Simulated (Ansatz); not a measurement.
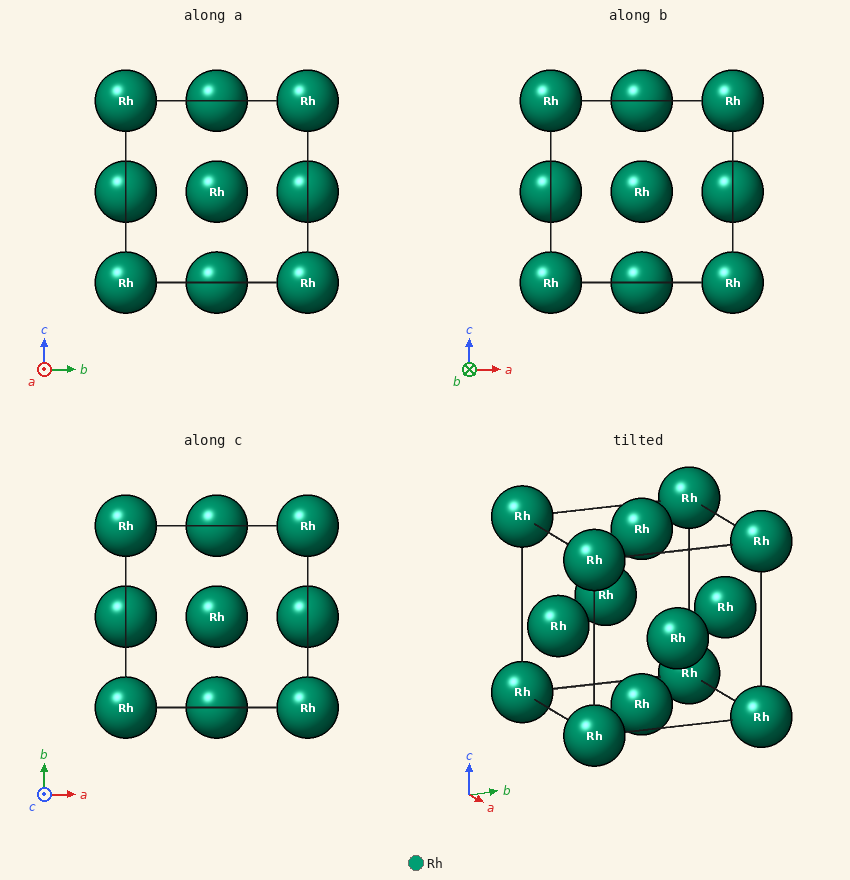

The image is a spheres-only drawing of a crystal, viewed along the a axis, along the b axis, along the c axis and slightly off an axis. Lines trace the edges of the conventional unit cell.

Lattice parameters: a = 3.831 Å, b = 3.831 Å, c = 3.831 Å, α = 90.00°, β = 90.00°, γ = 90.00°. Put a along x and b in the xy plane.

**Transcribe the picture into a POSCAR file.**

```
Rh
1.0
     3.831    0.000    0.000
     0.000    3.831    0.000
     0.000    0.000    3.831
Rh
4
Direct
  0.0000 0.0000 0.0000
  0.0000 0.5000 0.5000
  0.5000 0.0000 0.5000
  0.5000 0.5000 0.0000
```

Origin of the cell: a structure type filled with this element by a generator (whether the element takes this form wasn't checked). Earlier steps of the study may have refined or changed the cell and positions. It was run through Ansatz as a DFT input.
